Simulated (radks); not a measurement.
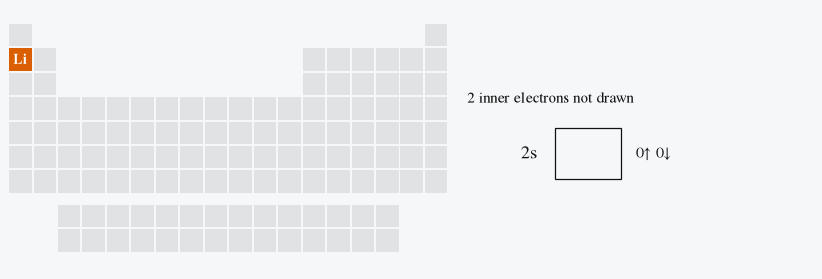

**Figure 1.** Left, the place of lithium in the periodic table; right, the outer shells as the input fills them: a box for each of the 2l + 1 orbitals, shaded by the share of the shell that is filled, up spin in the upper half and down spin in the lower, with the electron count at the right.

**Li⁺: atomic calculation**

System: Li⁺ (Z = 3, 2 electrons) in the configuration 1s2.
Method: non-relativistic Kohn-Sham, LDA (Slater exchange, Perdew-Wang correlation), spin-polarised, spherical densities, point nucleus (the in-house radial solver radks).

Summary:

- outcome: converged
- total energy: −7.142178 hartree
- kinetic energy: 7.056294 hartree
- electron–nucleus energy: −15.912226 hartree
- Hartree energy: 3.243628 hartree
- exchange–correlation energy: −1.529874 hartree
- radius at density 0.001 e/bohr³: 1.86 bohr
- SCF iterations: 13
- hardware: 1 CPU thread, shared host

Input:
```
Z 3
configuration [He] 2s0 2s0
relativity non-relativistic
functional lda,pw
spin polarised
nucleus point
```

Energies in input and log are in hartree, lengths in bohr.

Output:
```
1s      1   1.0000          -2.18993981
2s      1   0.0000          -0.23993712
1s      2   1.0000          -2.18993981
2s      2   0.0000          -0.23993712
Etot -7.142178025008019
Ekin 7.056293751026761
Encl -15.91222641789561
Eh 3.2436281431710245
Exc -1.5298735013101945
err 3.3594063295872976e-10
it 13
```

Orbitals:

```tsv
orbital	occupation	energy (eV)	⟨r⟩ (bohr)	outer maximum (bohr)
1s up	1	−59.591	0.5848	0.365
1s down	1	−59.591	0.5848	0.365
2s up	0	−6.529	3.283	2.62
2s down	0	−6.529	3.283	2.62
```

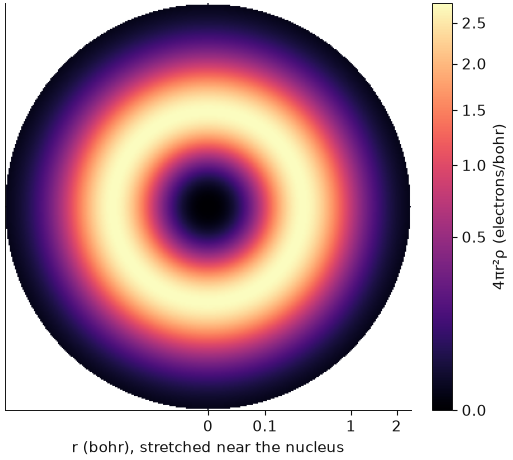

**Figure 2.** The radial density 4πr²ρ as a disc about the nucleus, with the radius drawn as r to the power 0.4. There is one bright ring, at r = 0.365 bohr.

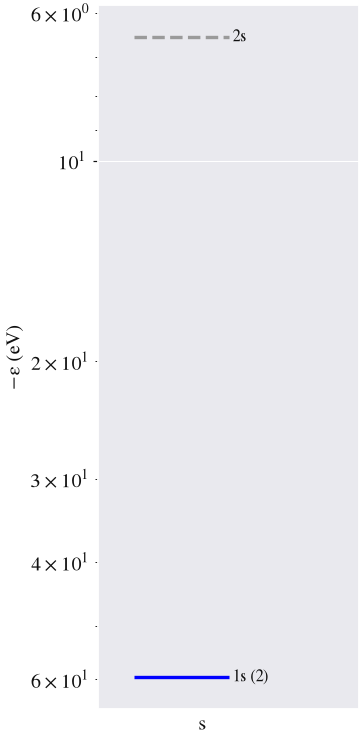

**Figure 3.** The occupied levels and a few empty ones, on a logarithmic scale of binding energy, are drawn by angular momentum (occupations in brackets, empty levels dashed). The highest occupied level is 1s at −59.6 eV. The lowest empty level drawn is 2s at −6.53 eV.
